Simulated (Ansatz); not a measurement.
**CH₆NSi (doublet): density, localisation and related maps**

```tsv
atom	x (Å)	y (Å)	z (Å)
C	-2.9807	-0.3708	-0.9448
N	-0.3759	0.7846	-1.7751
Si	-2.0840	0.7201	-2.2319
H	-2.6086	-1.4155	-0.9701
H	-4.0695	-0.3973	-1.1524
H	-2.8250	0.0295	0.0795
H	-2.5720	2.1512	-2.1275
H	0.1366	-0.1012	-1.6970
H	0.2211	1.4757	-2.2429
```

Geometry: BLYP-D3(BJ)/def2-SVP.

Method: isolated molecule in a Gaussian basis; Kohn-Sham density functional theory, functional PBE0 (Ansatz).

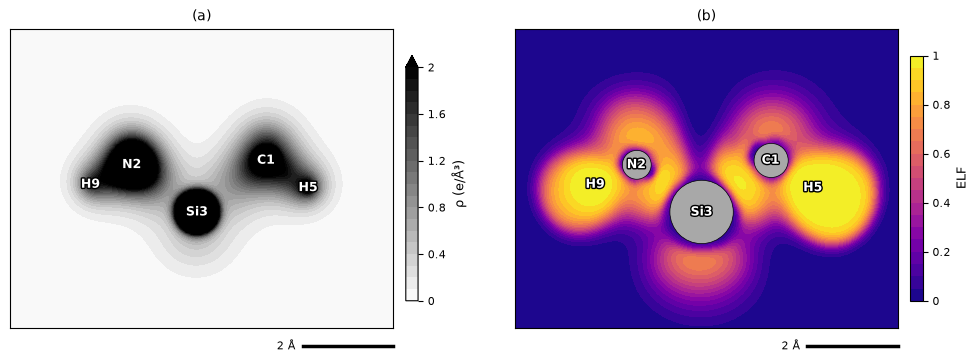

Figure 1. (a) electron density; (b) ELF on the plane of atoms C1, Si3 and N2. Grey discs cover the atomic cores in the ELF map.

**Read the bonding off the picture.**

Atoms in the plane: C, N, Si and H. Si–N (1.77 Å): ρ at the midpoint is about 1 e/Å³; the ELF peaks at about 0.90 between the atoms (a polar covalent bond). C–Si (1.91 Å): the density is about 0.9 e/Å³ at the midpoint; the ELF peaks at about 0.95 between the atoms, as expected for a shared electron pair. N–H (1.03 Å): the density is about 2.8 e/Å³ at the midpoint; the ELF climbs to about 1 towards the hydrogen, as it does in any bond to H; an ordinary covalent bond to hydrogen. C–H (1.11 Å): ρ is about 1.9 e/Å³ halfway; the ELF climbs to about 1 towards the hydrogen; an ordinary covalent bond to hydrogen.

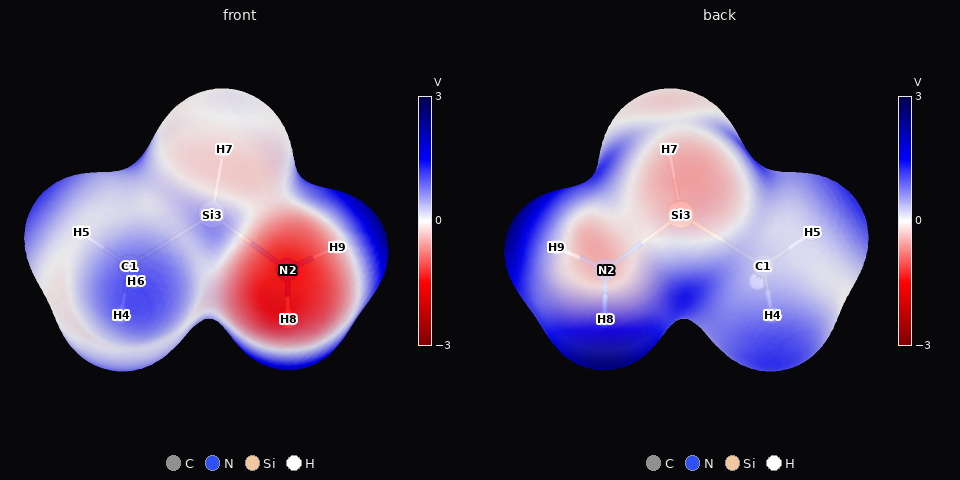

Figure 2. The electrostatic potential painted on the density surface at 0.004 e/bohr³, seen from the front and from behind; red is negative and blue positive.

**Which sites attract a positive test charge, and which a negative one?**

A positive charge is drawn to the negative regions and a negative charge to the positive ones. The most negative region (about −1.5 V) lies over N2, the most positive (about +2.5 V) over H8 and H9. N2 is the likeliest acceptor of a hydrogen bond.

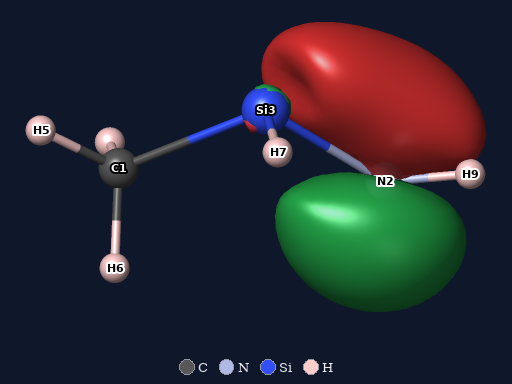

Figure 3. The HOMO (β) at ±0.15 Å⁻³ᐟ² (green and red are the two phases), seen from one side.

**Where does this orbital lie, and at what energy?**

By Hirshfeld shares it lies mainly on N2 (about 70 %) and Si3 (about 20 %). Its energy is −7.90 eV.
